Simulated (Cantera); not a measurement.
A closed system holds: 1 mol borazine, 9 mol N₂, at 12.0 Pa.

Cantera equilibrium calculation (NASA polynomials, part measured and part estimated; ideal gas, pure solids and liquids). Candidate condensed phases: B, BN; 15 gas species. The feed counts by its element totals alone. The tables' values for BH₂ are old estimates; treat these amounts as uncertain. The numbers say what is thermodynamically allowed, not how fast it happens.

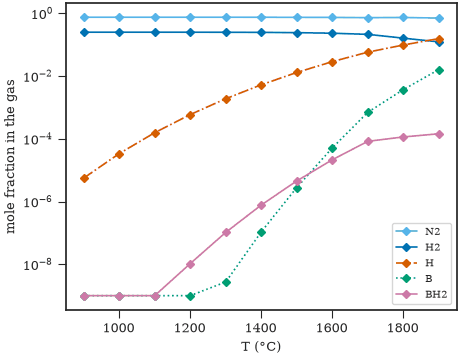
Equilibrium gas composition (values under 1e-9 drawn at 1e-9)

From 902 °C to 1702 °C the condensed part is BN(s). From 1802 °C to 1902 °C the condensed part is B(s).
